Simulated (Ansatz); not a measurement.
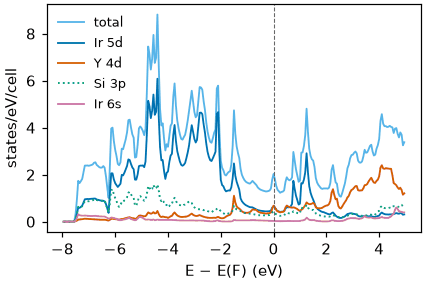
Fig. 1. Total and projected density of states of YSi₂Ir₂ in space group I4/mmm (No. 139; Y on 2a, Si on 4e, Ir on 4d), DFT-r²SCAN in the program Ansatz with PAW potentials

Q: Which orbitals carry the states next to the Fermi level?

A: Within 0.5 eV of the Fermi level: Ir 5d 34 %, Y 4d 31 %, Si 3p 21 %, outside the projected shells 7 %. Projections are on Löwdin-orthogonalised atomic valence shells; empty p or d shells of many metals are not among them.

Q: Where is the tallest occupied peak in this window, and what makes it?

A: Near -4.4 eV, about 8.8 states/eV per cell; the largest projected share is Ir 5d.

The workflow started from a Materials Project entry (that database holds measured and hypothetical structures alike); the Crystallography Open Database files this formula in space group No. 139, but the cells were not matched. Its standing as an ambient phase is unchecked. The r²SCAN relaxation kept the symmetry of its start; whether a distortion lowers the energy is not shown. The run is not spin-polarised. Scalar-relativistic: spin–orbit coupling is off unless named, which matters more the heavier the elements.

Potentials: the later of the program's two PAW sets.
